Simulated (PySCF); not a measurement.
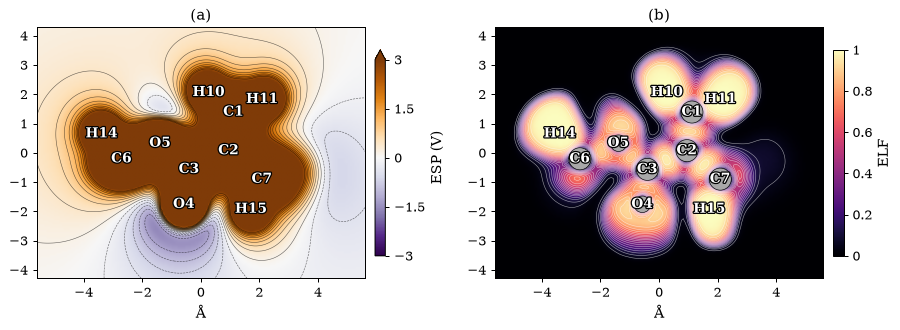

*C5H6Cl2O2 (SMILES C=C(C(=O)OC)C(Cl)Cl). (a) electrostatic potential; (b) electron localisation function on the plane of atoms O5, C6 and H14. Grey discs cover the atomic cores in the ELF map.*

Geometry: GFN2-xTB.

Computed with B3LYP/def2-SVPD, SCF density, gas phase in PySCF.

Input file:

```
{"job": {"kind": "uv", "xc": "B3LYP", "basis": "def2-SVPD", "nstates": 8, "ntriplets": 3}, "charge": 0, "multiplicity": 1}
C     -1.020858    -1.308450     0.889224
C     -0.919222    -0.189684     0.179035
C      0.393585     0.364156    -0.270178
O      0.506395     1.376590    -0.915407
O      1.423112    -0.386689     0.118243
C      2.710078     0.074593    -0.274998
C     -2.101374     0.632369    -0.230664
Cl    -2.871057     1.353093     1.207035
Cl    -3.293237    -0.356889    -1.101541
H     -0.147992    -1.869131     1.172369
H     -1.981675    -1.684504     1.199183
H      2.774549     0.135971    -1.363198
H      2.902150     1.064246     0.144087
H      3.421370    -0.650389     0.111557
H     -1.800238     1.452708    -0.886660
```

Command:

```sh
OMP_NUM_THREADS=1 python probes_run.py task.json out
```

What does the map show?

The plane passes through C, O and H nuclei. C–O (1.21 Å): the ELF peaks at about 0.85 between the atoms; a short, multiple covalent bond. C–C (1.33 Å): the ELF peaks at about 0.95 between the atoms (a short, multiple covalent bond). C–H (1.08 Å): the ELF climbs to about 1 towards the hydrogen, as it does in any bond to H: a covalent bond by its length. C–O (1.33 Å): the ELF peaks at about 0.90 between the atoms (a polar covalent bond). C–C (1.49 Å): the ELF peaks at about 0.95 between the atoms; a shared electron pair. The ELF also peaks beside O4 and O5, away from the bonds: lone-pair regions. Outside the dense part of the molecule the potential is most negative (−1.6 V) near O4.
